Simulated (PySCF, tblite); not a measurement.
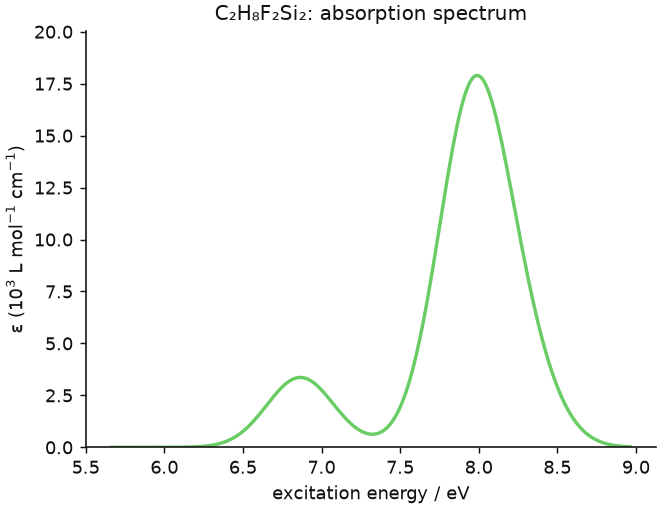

Computed absorption of C₂H₈F₂Si₂, SMILES F[SiH2]C[C@H](F)[SiH3]. Vertical TDDFT excitations, PBE0/def2-SVPD, PySCF, at a GFN2-xTB geometry (a minimum by its frequencies), gas phase. The lowest 8 singlet states are shown; each is broadened by a Gaussian of 1/e half-width 0.30 eV.

Question: Where is the lowest singlet, and is it bright?

Answer: S1 lies at 6.86 eV (181 nm) with f = 0.062, mainly HOMO → LUMO (97 %); it is bright.

Question: Which of the computed transitions is the brightest, and what character does the calculation give it?

Answer: S5 at 8.00 eV (155 nm), f = 0.178, mainly HOMO → LUMO+2 (79 %).

Question: List the transitions behind the spectrum.

Answer:
```csv
state,E (eV),λ (nm),f,main character
S1,6.86,181,0.062,HOMO → LUMO (97 %)
S2,7.27,171,0.001,HOMO → LUMO+1 (98 %)
S3,7.79,159,0.007,HOMO → LUMO+3 (69 %)
S4,7.90,157,0.123,HOMO → LUMO+4 (72 %)
S5,8.00,155,0.178,HOMO → LUMO+2 (79 %)
S6,8.14,152,0.021,HOMO−1 → LUMO (72 %)
S7,8.29,150,0.056,HOMO → LUMO+5 (78 %)
S8,8.46,147,0.001,HOMO−2 → LUMO (52 %)
```

Caveats: states above the negative HOMO energy depend on the basis; the tight-binding geometry is rougher than a DFT one and adds to the error; one conformer of a flexible molecule; core orbitals are frozen in the response.
